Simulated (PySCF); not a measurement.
# C5H9ClSi2: what the fields show

```xyz
17

C     0.0739    3.4383    0.1477
C     0.1274    2.2600    0.4352
C     0.2005    0.8515    0.7237
Si    1.8240   -0.0582    0.2070
C     0.8972   -1.1588   -1.0339
Si   -0.7167   -0.3295   -0.4959
C    -1.8459   -1.5242    0.4365
Cl   -2.3380   -2.8366   -0.6818
H     0.0252    4.4827   -0.0959
H    -0.0653    0.6439    1.7755
H     2.8312    0.8610   -0.3963
H     2.4292   -0.8121    1.3473
H     0.9309   -2.2431   -0.8485
H     1.1706   -0.9825   -2.0852
H    -1.4833    0.3779   -1.5595
H    -2.7561   -1.0319    0.8092
H    -1.3320   -1.9864    1.2927
```

Geometry: PBE0-D3(BJ)/def2-SVP.

Computed with PBE0/pcSseg-1, SCF density, gas phase, non-relativistic (PySCF).

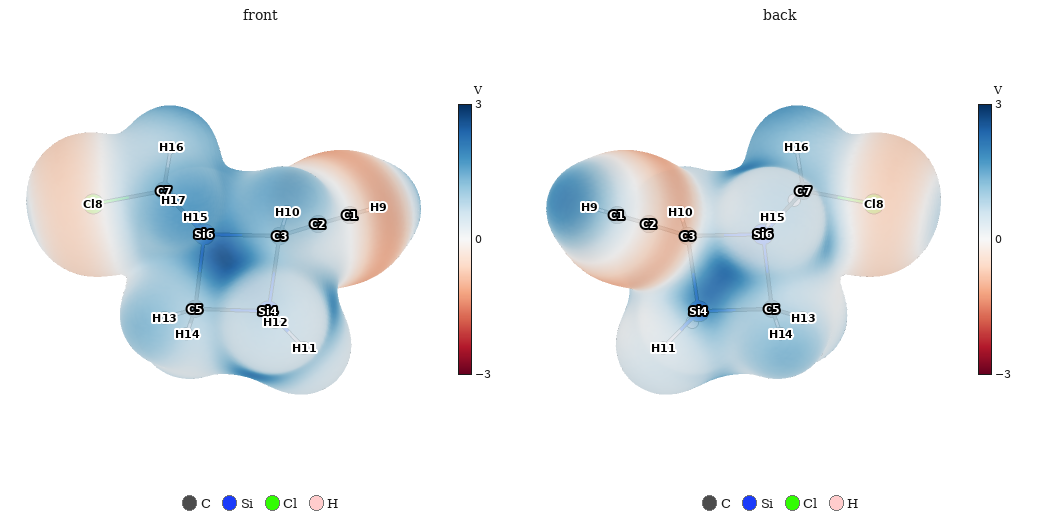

Figure 1. The electrostatic potential painted on the density surface at 0.004 e/bohr³, seen from the front and from behind; red is negative and blue positive.

Which sites attract a positive test charge, and which a negative one?

A positive charge is drawn to the negative regions and a negative charge to the positive ones. The most negative region (about −1.1 V) lies over C1 and C2, the most positive (about +2.3 V) over Si4 and Si6. Cl8 shows a σ-hole: about +0.6 V at the tip opposite its bond, against about −0.5 V on its flanks.

How polar is the molecule by this calculation?

Its dipole moment is 1.06 D.

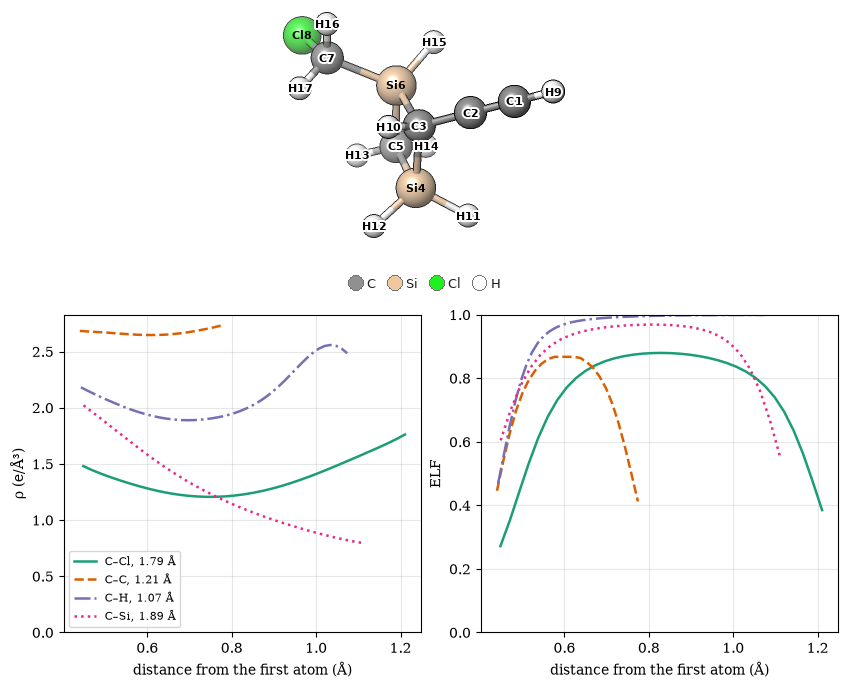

Figure 2. Electron density and electron localisation function along straight lines between neighbouring atoms. The curves leave out the atomic cores. The structure is drawn too.

What kind of bonding do the profiles show?

C–Cl (1.79 Å): ρ is about 1.3 e/Å³ halfway; the ELF peaks at about 0.90 between the atoms: a covalent bond.
C–C (1.21 Å): ρ at the midpoint is about 2.6 e/Å³; the ELF peaks at about 0.85 between the atoms; a multiple bond.
C–H (1.07 Å): ρ is about 2 e/Å³ halfway; the ELF climbs to about 1 towards the hydrogen, as it does in any bond to H; an ordinary covalent bond to hydrogen.
C–Si (1.89 Å): the density is about 0.95 e/Å³ at the midpoint; the ELF peaks at about 0.95 between the atoms; localised, covalent bonding.
